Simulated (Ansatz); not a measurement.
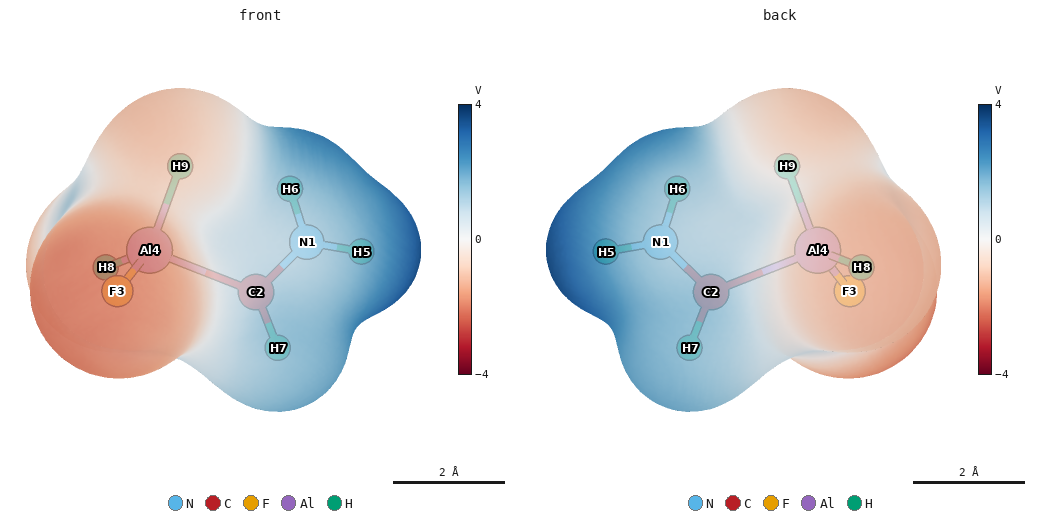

*CH5AlFN. The molecular electrostatic potential painted on the density surface at 0.002 e/bohr³, seen from the front and from behind; the colour scale runs from red (negative) to blue (positive).*

Geometry: PBE0-D4/def2-TZVP.

These are results of Ansatz, RKS PBE0-D4/def2-TZVPP, not measurements.

The calculation's input:

```
crystal:
  periodic: [false, false, false]
  atoms:
    - {symbol: N, position_ang: [-0.145567, 1.174434, -0.849780]}
    - {symbol: C, position_ang: [0.449492, 0.041531, -0.733072]}
    - {symbol: F, position_ang: [1.370181, -1.219917, 1.832129]}
    - {symbol: Al, position_ang: [-0.064868, -1.001830, 0.994327]}
    - {symbol: H, position_ang: [-0.055079, 1.801822, -1.641204]}
    - {symbol: H, position_ang: [-0.758858, 1.453501, -0.080811]}
    - {symbol: H, position_ang: [1.093950, -0.191981, -1.584575]}
    - {symbol: H, position_ang: [-0.811356, -2.326688, 0.503695]}
    - {symbol: H, position_ang: [-0.989294, 0.222928, 1.542192]}
basis:
  gaussian: {orbitals: def2-TZVPP}
hamiltonian: {xc: pbe0, dispersion: d4}
output: {orbitals: {seedname: orbitals}}
```

Command:

```sh
ansatz run in.yaml --threads 2 --pin off --events-out ev --progress --plain --max-ram 4352MiB
```

**Where is the surface potential most negative and most positive?**

The most negative region (about −2.1 V, or −48 kcal/mol for a unit charge) lies over F3, the most positive (about +3.5 V, or +81 kcal/mol for a unit charge) over H5.
